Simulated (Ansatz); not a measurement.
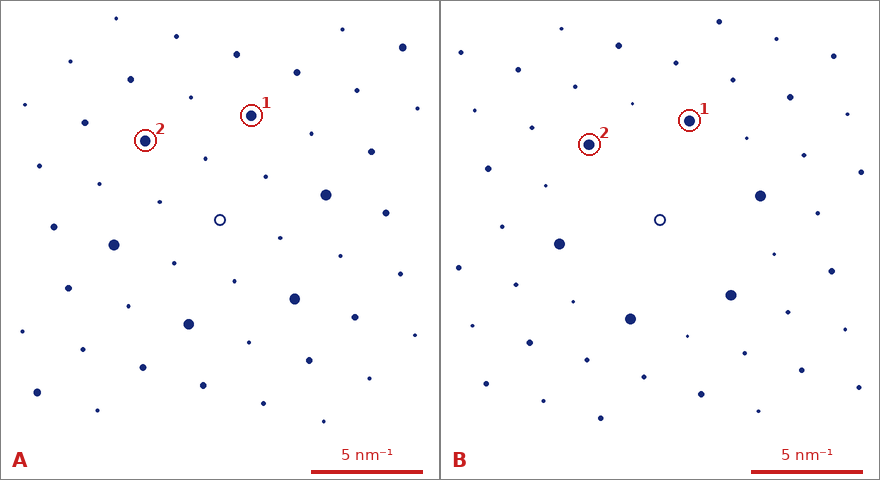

Kinematic electron diffraction patterns (300 kV, B = 0.5 Å², same scale) along [111] of the run's own cell, for the start and the end of one relaxation of Sb3As2 with DFT PBE, scalar-relativistic, plane waves, PAW in Ansatz 0.2.0. k mesh 6×6×6. The start is a generated model structure, and the relaxation ends in the nearest stationary point of its symmetry, not necessarily the ground state. Spot 1 is -1 -1 2 and spot 2 is 1 -2 1 in both.

Start structure:

```
CELL_PARAMETERS angstrom
3.70601 2.13966 6.14755
-3.70601 2.13966 6.14755
0.00000 -4.27933 6.14755
ATOMIC_POSITIONS crystal
Sb 0.53408 0.96592 0.25000
Sb 0.25000 0.53408 0.96592
Sb 0.96592 0.25000 0.53408
Sb 0.46592 0.03408 0.75000
Sb 0.75000 0.46592 0.03408
Sb 0.03408 0.75000 0.46592
As 0.35542 0.35542 0.35542
As 0.14458 0.14458 0.14458
As 0.64458 0.64458 0.64458
As 0.85542 0.85542 0.85542
```

Which pattern belongs to the start structure, and which to the relaxed one?

Answer. B is the start: its cell gives d(1) = 2.140 Å, d(2) = 2.140 Å and an angle of 60.0°. A is the relaxed structure, with d(1) = 2.032 Å (-5.0 %), d(2) = 2.032 Å (-5.0 %) and 60.0°.

Name reflections whose intensity changes strongly on relaxation.

Answer. 3 -2 -1 goes from 2.4 to 15 % of the strongest spot.

What did the relaxation do to the structure and the energy?

Answer. The volume changed by +5.9 % to 30.96 Å³ an atom; with the mean shift removed, the atoms moved by up to 0.14 Å relative to the cell (Sb most); the space group stayed R-3c (No. 167); the free energy fell by 25 meV an atom. Relaxed cell: a = 8.282 Å, b = 8.282 Å, c = 8.282 Å, α = 50.29°, β = 50.29°, γ = 50.29°.
